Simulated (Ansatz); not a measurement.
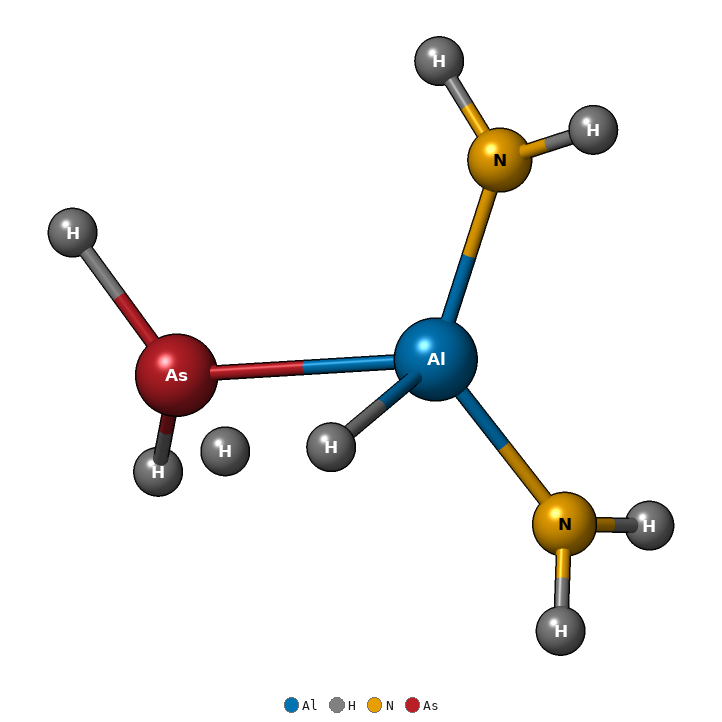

Sticks follow a distance rule. Harmonic vibrations computed with RKS PBE0-D4/def2-SVP (Ansatz 0.2.0) at a stationary point of the same level.

### Is this a minimum or a saddle point?

A first-order saddle point: one imaginary frequency, 1222i cm⁻¹.

### List the wavenumbers.

30 modes: 1222i, 92, 146, 179, 233, 245, 279, 324, 341, 349, 396, 418, 566, 647, 661, 735, 799, 881, 987, 1201, 1257, 1517, 1519, 1627, 2285, 2323, 3609, 3615, 3708, 3713 cm⁻¹.
